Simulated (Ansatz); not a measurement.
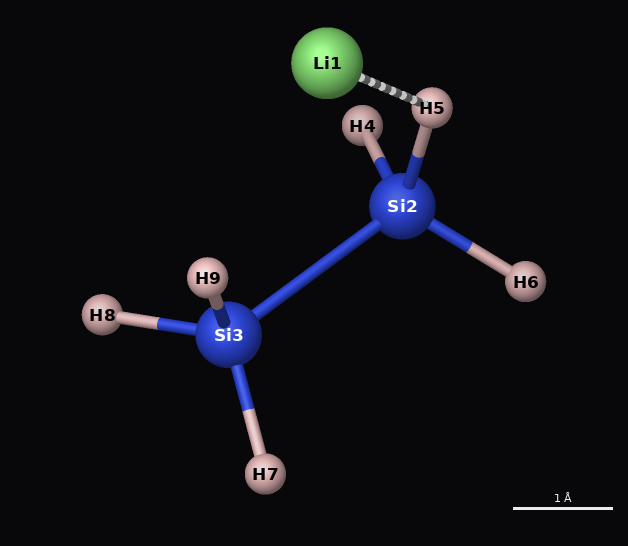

Two molecules or ions; the broken line marks their closest contact (measured against van der Waals radii). State: charge +1, singlet. Geometry: a pair of rigid molecules at a changed separation. Program: Ansatz 0.2.0.

> Which two species are they?

Li and Si2H6 (`[Li+].[SiH3][SiH3]`).

> How long is the contact?

Li1···H5 is 2.91 Å.

Give the counterpoise-corrected interaction energy (kcal/mol, monomers kept as in the pair) with RHF-CCSD(T) (frozen core)/def2-TZVPPD; ωB97M-V/def2-TZVPPD.

| level | interaction energy (kcal/mol) |
| --- | --- |
| RHF-CCSD(T) (frozen core)/def2-TZVPPD | −10.0 |
| ωB97M-V/def2-TZVPPD | −10.7 |
